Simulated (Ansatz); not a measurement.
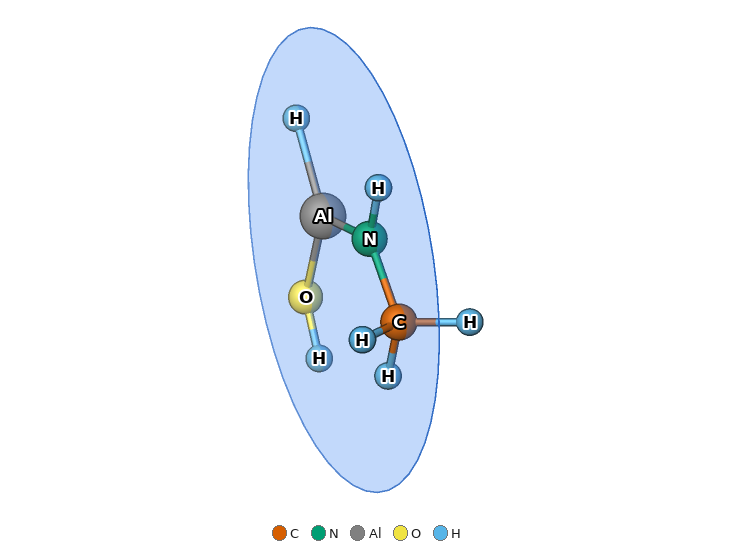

All proper rotation axes (lines) and mirror planes (discs) of the structure are drawn in. Depth is shown by fading: the farther an atom, the more it takes the colour of the background. The geometry was computed by an optimisation with PBE0-D4/def2-TZVP.

> Name the symmetry elements and the point group.

It has 1 mirror plane. Point group Cs. The group has 2 operations. The geometry is achiral, and symmetry allows a dipole moment.
